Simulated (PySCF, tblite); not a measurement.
# C₃H₉B₂N: geometry, infrared bands and NMR shifts

Wanted: the infrared bands and NMR shifts of C₃H₉B₂N (`BNBC(=C)C`), by calculation.

Programs: tblite 0.8.0 and PySCF 2.14.0, with density-fitted response routines of our own. Each step states its level of theory. These are calculated values for one molecule in the gas phase, unless marked as measured. Atoms are numbered from 0 throughout.

### 1 The starting structure

15 atoms, charge 0, multiplicity 1; geometry from: force field or distance geometry start.

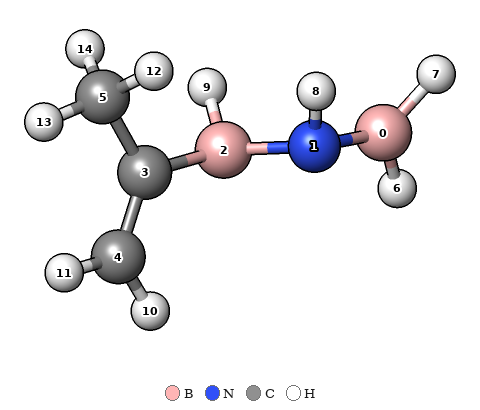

The starting geometry (boron pink, nitrogen blue, carbon grey, hydrogen white), atoms numbered.

### 2 Geometry optimisation with GFN2-xTB

Job settings and geometry (Å):

```
{"job": {"kind": "relax", "xc": "GFN2-xTB", "basis": "xTB"}, "charge": 0, "multiplicity": 1}
B      2.899200     0.130100     0.106500
N      1.438400     0.359700     0.543500
B      0.530700    -0.385900    -0.414300
C     -1.011100    -0.375200    -0.039200
C     -1.546400    -1.362000     0.710800
C     -1.823800     0.773700    -0.538300
H      3.397600    -0.934800     0.187800
H      3.641800     1.046100    -0.076500
H      1.220300     1.385500     0.468000
H      0.718400    -0.112200    -1.566800
H     -0.923000    -2.200500     1.057700
H     -2.601600    -1.362100     0.970000
H     -1.447400     1.674300     0.010800
H     -2.874000     0.554700    -0.329700
H     -1.623500     0.816500    -1.629300
```

Started as:

```sh
$ OMP_NUM_THREADS=1 python probes_run.py task.json out
```

One launch serves the whole session: the jobs run in the order shown.

The log of the run:

```text
step      E/eV     max force
  0    -444.76811    3.692
  1    -445.23141    2.459
  2    -445.54397    4.024
  3    -445.71901    0.720
  4    -445.77559    0.695
  5    -445.85526    0.724
  6    -445.91520    0.835
  7    -445.99869    0.796
  8    -446.06775    0.722
  9    -446.14597    0.780
 10    -446.20565    0.748
 11    -446.26821    0.560
 12    -446.30514    0.477
 13    -446.32940    0.613
 14    -446.36188    0.664
 15    -446.40697    0.522
 16    -446.44865    0.405
 17    -446.48372    0.516
 18    -446.53277    0.557
 19    -446.57834    0.593
 20    -446.62071    0.468
 21    -446.64507    0.352
 22    -446.65933    0.257
 23    -446.67125    0.316
 24    -446.67936    0.276
 25    -446.68564    0.185
 26    -446.68974    0.151
 27    -446.69238    0.154
 28    -446.69576    0.174
 29    -446.69847    0.147
 30    -446.70122    0.145
 31    -446.70459    0.172
 32    -446.70728    0.116
 33    -446.70896    0.110
 34    -446.71036    0.109
 35    -446.71229    0.128
 36    -446.71467    0.119
 37    -446.71686    0.104
 38    -446.71849    0.095
 39    -446.72002    0.109
 40    -446.72197    0.144
 41    -446.72409    0.117
 42    -446.72574    0.103
 43    -446.72687    0.100
 44    -446.72793    0.099
 45    -446.72935    0.119
 46    -446.73114    0.112
 47    -446.73293    0.106
 48    -446.73455    0.106
 49    -446.73619    0.112
 50    -446.73802    0.120
 51    -446.73980    0.093
 52    -446.74128    0.090
 53    -446.74241    0.083
 54    -446.74355    0.095
 55    -446.74481    0.077
 56    -446.74592    0.069
 57    -446.74669    0.064
 58    -446.74743    0.069
 59    -446.74833    0.070
 60    -446.74936    0.079
 61    -446.75031    0.077
 62    -446.75109    0.084
 63    -446.75175    0.083
 64    -446.75245    0.075
 65    -446.75313    0.072
 66    -446.75372    0.058
 67    -446.75413    0.037
 68    -446.75440    0.049
 69    -446.75458    0.039
 70    -446.75473    0.035
 71    -446.75486    0.031
 72    -446.75501    0.045
 73    -446.75519    0.055
 74    -446.75539    0.047
 75    -446.75561    0.035
 76    -446.75583    0.031
 77    -446.75600    0.038
 78    -446.75613    0.035
 79    -446.75625    0.028
 80    -446.75637    0.032
 81    -446.75648    0.028
 82    -446.75656    0.021
 83    -446.75663    0.021
 84    -446.75671    0.024
 85    -446.75683    0.033
 86    -446.75699    0.038
 87    -446.75719    0.034
 88    -446.75738    0.032
 89    -446.75754    0.034
 90    -446.75774    0.038
 91    -446.75801    0.043
 92    -446.75832    0.039
 93    -446.75862    0.043
 94    -446.75890    0.047
 95    -446.75920    0.042
 96    -446.75958    0.043
 97    -446.76004    0.042
 98    -446.76048    0.060
 99    -446.76083    0.062
100    -446.76121    0.051
101    -446.76168    0.068
102    -446.76231    0.065
103    -446.76307    0.085
104    -446.76408    0.093
105    -446.76531    0.112
106    -446.76736    0.111
107    -446.76942    0.156
108    -446.77042    0.171
109    -446.77124    0.255
110    -446.77332    0.088
111    -446.77404    0.111
112    -446.77598    0.087
113    -446.77719    0.342
114    -446.78109    0.149
115    -446.78329    0.121
116    -446.78563    0.271
117    -446.78994    0.209
118    -446.79377    0.206
119    -446.79525    0.300
120    -446.79726    0.301
121    -446.79968    0.151
122    -446.80137    0.107
123    -446.80261    0.143
124    -446.80454    0.157
125    -446.80528    0.055
126    -446.80564    0.046
127    -446.80596    0.044
128    -446.80627    0.063
129    -446.80666    0.052
130    -446.80762    0.106
131    -446.80868    0.132
132    -446.80977    0.119
133    -446.81086    0.092
134    -446.81142    0.130
135    -446.81140    0.298
136    -446.81424    0.097
137    -446.81557    0.088
138    -446.81733    0.085
139    -446.81901    0.093
140    -446.81990    0.121
141    -446.82145    0.178
142    -446.82388    0.168
143    -446.82700    0.123
144    -446.83046    0.194
145    -446.83337    0.169
146    -446.82480    0.328
147    -446.83640    0.193
148    -446.83745    0.219
149    -446.83929    0.068
150    -446.84066    0.083
151    -446.84160    0.083
152    -446.84208    0.073
153    -446.84246    0.045
154    -446.84264    0.035
155    -446.84286    0.033
156    -446.84303    0.038
157    -446.84329    0.034
158    -446.84361    0.047
159    -446.84379    0.048
160    -446.84402    0.040
161    -446.84421    0.032
162    -446.84438    0.025
163    -446.84452    0.031
164    -446.84468    0.040
165    -446.84491    0.048
166    -446.84528    0.053
167    -446.84586    0.060
168    -446.84663    0.070
169    -446.84747    0.060
170    -446.84804    0.076
171    -446.84823    0.087
172    -446.84870    0.052
173    -446.84896    0.058
174    -446.84924    0.060
175    -446.84950    0.068
176    -446.84975    0.044
177    -446.84994    0.040
178    -446.85005    0.017
179    -446.85009    0.019
180    -446.85012    0.008
```

It took 4.1 s on 1 thread of Intel Xeon at 2.50GHz, shared host; peak memory 0.18 GiB.

Step by step: (not every step is listed)

| step | energy from step 0 (eV) | largest force (eV/Å) |
| --- | --- | --- |
| 0 | 0.0000 | 3.6922 |
| 1 | -0.4633 | 2.4586 |
| 2 | -0.7759 | 4.0237 |
| 3 | -0.9509 | 0.7203 |
| 4 | -1.0075 | 0.6953 |
| 5 | -1.0872 | 0.7239 |
| 6 | -1.1471 | 0.8354 |
| 7 | -1.2306 | 0.7961 |
| 8 | -1.2996 | 0.7221 |
| 24 | -1.9112 | 0.2761 |
| 40 | -1.9539 | 0.1435 |
| 56 | -1.9778 | 0.0691 |
| 72 | -1.9869 | 0.0447 |
| 88 | -1.9893 | 0.0320 |
| 104 | -1.9960 | 0.0926 |
| 120 | -2.0292 | 0.3014 |
| 136 | -2.0461 | 0.0971 |
| 152 | -2.0740 | 0.0733 |
| 168 | -2.0785 | 0.0696 |
| 175 | -2.0814 | 0.0679 |
| 176 | -2.0816 | 0.0445 |
| 177 | -2.0818 | 0.0404 |
| 178 | -2.0819 | 0.0166 |
| 179 | -2.0820 | 0.0189 |
| 180 | -2.0820 | 0.0081 |

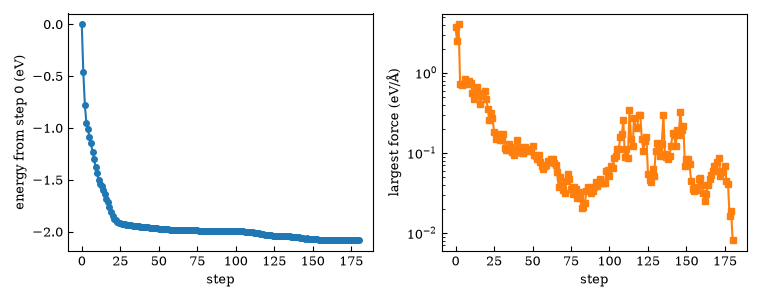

Energy and largest force along the relaxation.

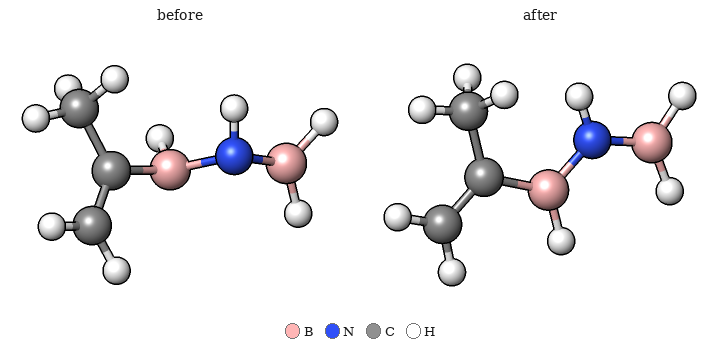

Before and after, at one scale.

Distances of close pairs at the start and the end, largest changes first:

| bond | before (Å) | after (Å) | change (Å) |
| --- | --- | --- | --- |
| B0–N1 | 1.542 | 1.405 | -0.137 |
| N1–B2 | 1.516 | 1.415 | -0.100 |
| N1–H8 | 1.051 | 1.012 | -0.039 |
| C5–H12 | 1.120 | 1.090 | -0.030 |
| B2–H9 | 1.199 | 1.170 | -0.029 |
| C4–H10 | 1.101 | 1.077 | -0.024 |
| B2–C3 | 1.587 | 1.565 | -0.022 |
| B0–H7 | 1.193 | 1.173 | -0.020 |

The end geometry stands in the next job.

### 3 Harmonic vibrations with GFN2-xTB

Job settings and geometry (Å):

```
{"job": {"kind": "ir", "xc": "GFN2-xTB", "basis": "xTB"}, "charge": 0, "multiplicity": 1}
B      2.841969     0.509467    -0.203432
N      1.437861     0.482745    -0.158479
B      0.582748    -0.624809     0.055019
C     -0.971792    -0.446368     0.067161
C     -1.777478    -1.491225     0.264084
C     -1.574547     0.918705    -0.144659
H      3.435808    -0.486733    -0.055360
H      3.391856     1.529090    -0.389612
H      0.973125     1.371410    -0.295733
H      1.062889    -1.678801     0.221351
H     -1.385092    -2.482027     0.418985
H     -2.854525    -1.402879     0.278388
H     -1.228087     1.608722     0.624908
H     -2.661881     0.882388    -0.107025
H     -1.277267     1.318306    -1.114473
```

The log of the run:

```text
mode    cm-1     km/mol
  1      73.0      5.03
  2     112.5      3.10
  3     163.0      0.67
  4     174.7      0.08
  5     316.0      1.12
  6     322.5      0.61
  7     386.3      1.62
  8     405.2      0.26
  9     487.2      1.62
 10     652.7     12.72
 11     760.9    127.51
 12     802.7      3.77
 13     861.8    184.21
 14     864.2      0.09
 15     897.0     17.48
 16     920.4     30.28
 17     966.1      0.65
 18    1025.3     20.10
 19    1034.5      1.39
 20    1063.5     31.28
 21    1105.8     20.10
 22    1221.8     14.61
 23    1259.7     29.35
 24    1273.6     26.66
 25    1393.3     17.58
 26    1408.3    600.00
 27    1421.5    129.59
 28    1491.2      4.40
 29    1497.3      1.20
 30    1659.8     25.51
 31    2607.6    198.66
 32    2642.8     59.82
 33    2660.6    219.11
 34    2993.7     38.67
 35    3004.0     27.58
 36    3023.4     35.05
 37    3064.1     53.92
 38    3116.8     40.80
 39    3408.3      1.99
```

It took 0.88 s on 1 thread of Intel Xeon at 2.50GHz, shared host; peak memory 0.18 GiB.

The strongest bands and the atoms that carry them (share of the mass-weighted mode):

| cm⁻¹ | km/mol | atoms |
| --- | --- | --- |
| 761 | 127.5 | H9 37 %, B2 34 % |
| 862 | 184.2 | H7 37 %, B0 25 %, H6 25 % |
| 1408 | 600.0 | N1 39 %, B2 14 %, H8 13 %, B0 12 % |
| 1422 | 129.6 | H11 34 %, H10 31 % |
| 2608 | 198.7 | H7 85 % |
| 2643 | 59.8 | H9 86 % |
| 2661 | 219.1 | H6 78 % |
| 3064 | 53.9 | H11 89 % |

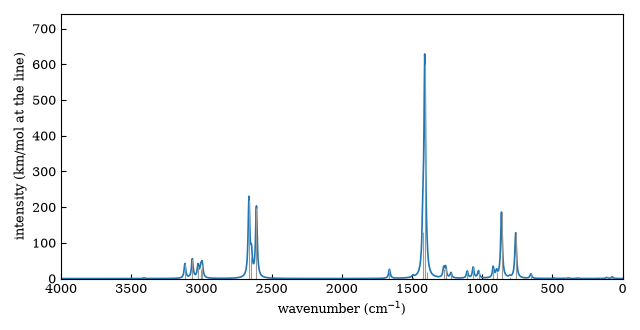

The infrared spectrum from these modes, unscaled. Lines are broadened to a width of 14 cm⁻¹ (Lorentzian).

### 4 Nuclear shieldings: PBE0/pcSseg-1

Same as in step 3 but for these lines:

```diff
@@ -1,2 +1,2 @@
-{"job": {"kind": "ir", "xc": "GFN2-xTB", "basis": "xTB"}, "charge": 0, "multiplicity": 1}
+{"job": {"kind": "nmr", "xc": "PBE0", "basis": "pcSseg-1"}, "charge": 0, "multiplicity": 1}
 B      2.841969     0.509467    -0.203432
```

Method: GIAO PBE0/pcSseg-1 NMR shielding, non-relativistic, gas phase.

The log of the run:

```text
coarse grid: 12072 points
cycle   1  E = -223.8364794516  dE =  4.668e-01  |g| = 4.074e-01  |ddm| = 3.236e+00
cycle   2  E = -223.8330249060  dE =  3.455e-03  |g| = 4.488e-01  |ddm| = 7.134e-01
cycle   3  E = -223.8804354375  dE = -4.741e-02  |g| = 7.847e-02  |ddm| = 3.810e-01
cycle   4  E = -223.8816976195  dE = -1.262e-03  |g| = 2.884e-02  |ddm| = 7.671e-02
cycle   5  E = -223.8818823534  dE = -1.847e-04  |g| = 1.038e-02  |ddm| = 2.839e-02
cycle   6  E = -223.8819108226  dE = -2.847e-05  |g| = 2.753e-03  |ddm| = 9.714e-03
cycle   7  E = -223.8819125577  dE = -1.735e-06  |g| = 6.251e-04  |ddm| = 2.490e-03
final grid: 115384 points
cycle   8  E = -223.9134863901  dE = -4.806e-05  |g| = 8.302e-03  |ddm| = 2.954e-02
cycle   9  E = -223.9134809523  dE =  5.438e-06  |g| = 9.782e-03  |ddm| = 1.453e-02
cycle  10  E = -223.9135039585  dE = -2.301e-05  |g| = 1.353e-03  |ddm| = 7.695e-03
cycle  11  E = -223.9135043718  dE = -4.134e-07  |g| = 3.375e-04  |ddm| = 1.138e-03
cycle  12  E = -223.9135043998  dE = -2.794e-08  |g| = 1.058e-04  |ddm| = 3.514e-04
cycle  13  E = -223.9135044025  dE = -2.744e-09  |g| = 3.912e-05  |ddm| = 1.094e-04
cycle  14  E = -223.9135044029  dE = -3.556e-10  |g| = 7.309e-06  |ddm| = 3.133e-05
converged SCF energy = -223.9135044029

GIAO shielding tensors (ppm)
atom      isotropic    diamagn.    paramagn.     s11        s22        s33       span
  0 B       49.575     193.726    -144.151      6.529     24.570    117.626    111.097
  1 N       80.741     323.591    -242.850    -75.656     73.590    244.290    319.946
  2 B       53.672     195.016    -141.344     23.541     35.228    102.246     78.705
  3 C       32.073     261.197    -229.124    -85.618      1.582    180.255    265.873
  4 C       36.246     253.403    -217.157    -80.353     47.449    141.641    221.994
  5 C      163.093     248.957     -85.864    150.892    153.457    184.928     34.036
  6 H       26.138      29.935      -3.797     23.938     26.734     27.742      3.803
  7 H       26.152      28.935      -2.784     24.186     26.650     27.618      3.432
  8 H       24.309      34.011      -9.702     20.508     24.367     28.052      7.544
  9 H       26.265      32.664      -6.398     25.059     25.540     28.197      3.138
 10 H       25.394      31.480      -6.086     22.192     24.849     29.140      6.949
 11 H       25.083      30.855      -5.772     21.405     24.993     28.851      7.446
 12 H       29.660      31.105      -1.445     25.912     28.536     34.531      8.618
 13 H       29.708      30.595      -0.887     26.087     28.793     34.242      8.156
 14 H       29.654      31.012      -1.358     25.902     28.534     34.525      8.623
```

Run time: 65 s. Hardware: 1 thread of Intel Xeon at 2.50GHz, shared host; peak memory 0.69 GiB.

The references, computed at this level on geometries of the same kind, shield at (ppm): ¹H TMS 31.72, ¹³C TMS 186.9, ¹⁵N NH3 267.7, ¹¹B BF3·OEt2 100.1. Their shielding less the atom's gives the shift. The references are single molecules in the gas phase, so shifts against H2O, NH3, PH3, H3PO4 or CFCl3 are not on the usual liquid scales and can be off by tens of ppm. Atoms listed in one row are averaged.

| atoms | environment | σ (ppm) | δ (ppm) | δ scaled to CDCl3 |
| --- | --- | --- | --- | --- |
| C3 | fully substituted alkene carbon | 32.1 | 154.9 | 149.2 |
| C4 | terminal =CH2 carbon | 36.2 | 150.7 | 145.1 |
| C5 | allylic methyl carbon | 163.1 | 23.8 | 21.3 |
| H8 | hydrogen on a nitrogen bonded to 2 B | 24.31 | 7.41 | – |
| H11 | hydrogen on a terminal =CH2 carbon | 25.08 | 6.63 | 6.36 |
| H10 | hydrogen on a terminal =CH2 carbon | 25.39 | 6.32 | 6.07 |
| H6, H7 | hydrogen on a boron bonded to N | 26.14 | 5.57 | – |
| H9 | hydrogen on a boron bonded to C, N | 26.27 | 5.45 | – |
| H12, H13, H14 | hydrogen on an allylic methyl carbon | 29.67 | 2.04 | 2.03 |
| B0 | boron bonded to N, 2 H | 49.6 | 50.5 | – |
| B2 | boron bonded to C, N, H | 53.7 | 46.4 | – |
| N1 | nitrogen bonded to 2 B, H | 80.7 | 187.0 | – |

The scaled column applies a straight-line fit of computed shieldings to shifts measured in CDCl3 (root-mean-square error 0.16 ppm for H, 1.9 ppm for C).

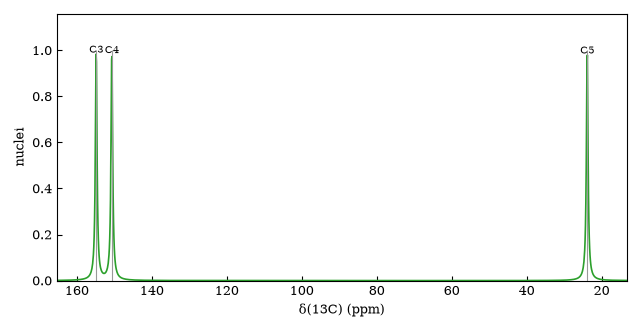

¹³C lines at the computed shifts, without couplings. Lines are broadened to a width of 0.52 ppm (Lorentzian).

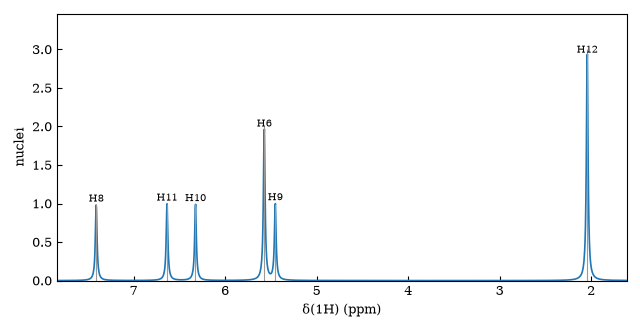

¹H lines at the computed shifts, without couplings. Lines are broadened to a width of 0.02 ppm (Lorentzian).

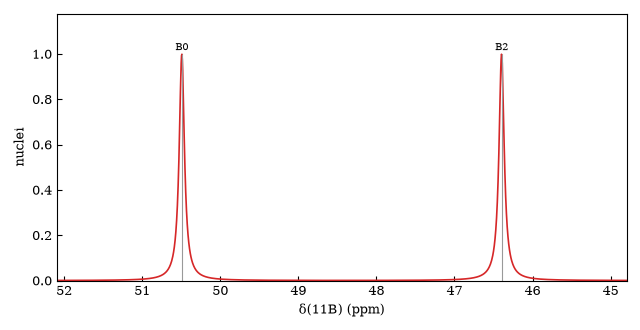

¹¹B lines at the computed shifts, without couplings. Lines are broadened to a width of 0.08 ppm (Lorentzian).

Charges from the same density, by scheme (e):

| atoms | Mulliken | IAO | Hirshfeld | ESP fit |
| --- | --- | --- | --- | --- |
| B0 | 0.15 | 0.05 | 0.14 | 0.24 |
| N1 | -0.50 | -0.41 | -0.20 | -0.28 |
| B2 | 0.43 | 0.16 | 0.16 | 0.10 |
| C3 | -0.53 | -0.11 | -0.06 | 0.20 |
| C4 | -0.09 | -0.26 | -0.08 | -0.50 |
| C5 | -0.22 | -0.42 | -0.12 | -0.48 |

Mulliken charges:

B0 0.15; N1 -0.50; B2 0.43; C3 -0.53; C4 -0.09; C5 -0.22; H6 -0.01; H7 -0.02; H8 0.21; H9 -0.01; H10 0.11; H11 0.11; H12 0.12; H13 0.12; H14 0.12

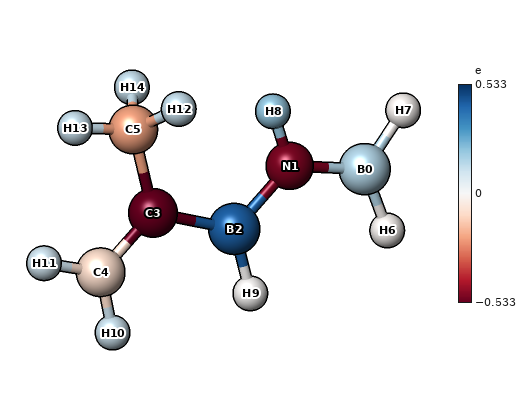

Mulliken charges, as colours on the atoms.

Mayer bond orders: B0–N1 1.25, N1–B2 1.17, B2–C3 0.93, C3–C4 1.96, C3–C5 1.05.

### 5 Results

```
                                                              quantity                                   value
                             strongest single infrared mode (GFN2-xTB)                   1408 cm⁻¹, 600 km/mol
                                          zero-point energy (GFN2-xTB)                           75.1 kcal/mol
                                ¹³C shifts against TMS (PBE0/pcSseg-1)                  154.9, 150.7, 23.8 ppm
¹H shifts against TMS (PBE0/pcSseg-1, means over atoms taken as alike)  7.41, 6.63, 6.32, 5.57, 5.45, 2.04 ppm
                           ¹¹B shifts against BF3·OEt2 (PBE0/pcSseg-1)                          50.5, 46.4 ppm
                                ¹⁵N shifts against NH3 (PBE0/pcSseg-1)                               187.0 ppm
```

Relaxing lowered the energy by 2.082 eV in 180 steps; the close pair that moved most is B0–N1, from 1.542 to 1.405 Å. All 39 modes are real, so the xTB geometry is a minimum. The strongest single mode, at 1408 cm⁻¹, has its largest shares on N1, B2, H8 and B0 (the list is cut at 4 atoms). GFN2-xTB is a fitted tight-binding method: band positions and strengths are rough. Its intensities can rank the bands wrongly. The most deshielded carbon is C3 (fully substituted alkene carbon), at 154.9 ppm: as expected for a trigonal carbon in a double bond. At PBE0/pcSseg-1: The largest span, 320 ppm, is at N1, where the paramagnetic term is -243 ppm.
